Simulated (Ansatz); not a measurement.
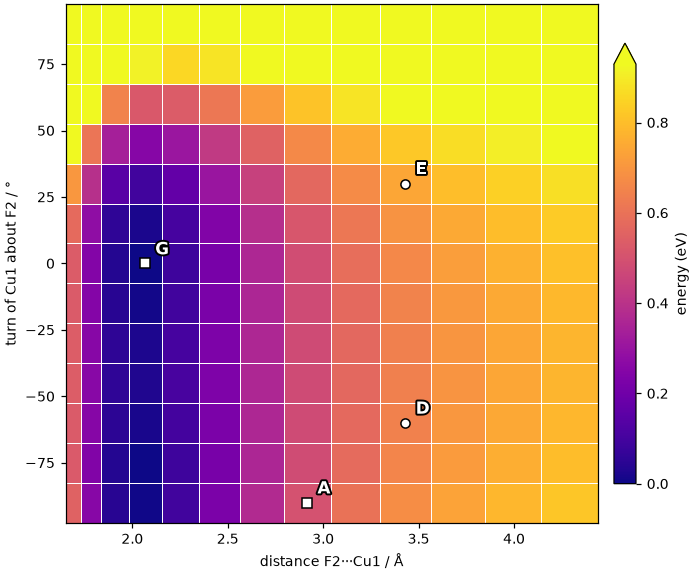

CuFH, charge +1. The turn is about an axis along (−0.69, 0.72, 0.00) in the frame of the relaxed pair, normal to the line between the partners. Coordinates scanned: (1) distance F2···Cu1; (2) turn of Cu1 about F2. The grid has 13 × 13 points. Points are written as (first, second). Energies: eV, counted from the lowest grid point. These are results of RKS r2SCAN0-D4/def2-TZVPD in Ansatz 0.2.0, not measurements.

Drawn: one coloured cell a grid point, one colour for all values above the top of the scale, lettered points.

Question: Is D the lowest point of the computed grid?

Answer: No. D lies 0.64 eV above the lowest grid point, which is at (2.064 Å, 0°).

Question: Rank the lettered points by energy, lowest first.

Answer: G (0.00 eV), A (0.50 eV), D (0.64 eV), E (0.74 eV).
